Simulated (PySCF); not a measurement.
SMILES CC(=O)c1cccc(C=O)c1 (C₉H₈O₂) at its GFN2-xTB optimised geometry (Å):

```
19

C     -3.0355    -1.8111     0.0441
C     -1.5288    -1.8212     0.0017
O     -0.8976    -2.8523    -0.0286
C     -0.8395    -0.4988     0.0000
C     -1.5149     0.7219    -0.0021
C     -0.8090     1.9142    -0.0037
C      0.5726     1.9070    -0.0018
C      1.2653     0.6944     0.0000
C      2.7364     0.6893     0.0021
O      3.4312     1.6721     0.0064
C      0.5534    -0.4988     0.0000
H     -3.3830    -1.2927     0.9350
H     -3.4312    -1.3037    -0.8331
H     -3.3988    -2.8355     0.0590
H     -2.5932     0.7516    -0.0042
H     -1.3437     2.8523    -0.0062
H      1.1397     2.8259    -0.0021
H      3.1774    -0.3267     0.0000
H      1.0676    -1.4495     0.0007
```

Computed with PBE0/def2-SVP run with PySCF.

Map of the LUMO amplitude (bohr^(-3/2)) on the plane z = 1.0 Å; orbital energy -2.17 eV, overall sign arbitrary:

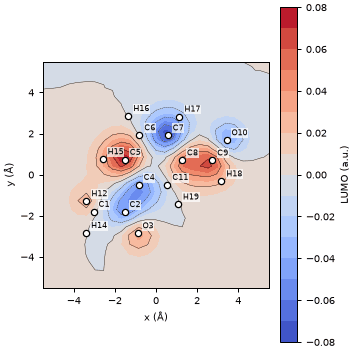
*LUMO amplitude (bohr^(-3/2)) on the plane z = 1.0 Å.*
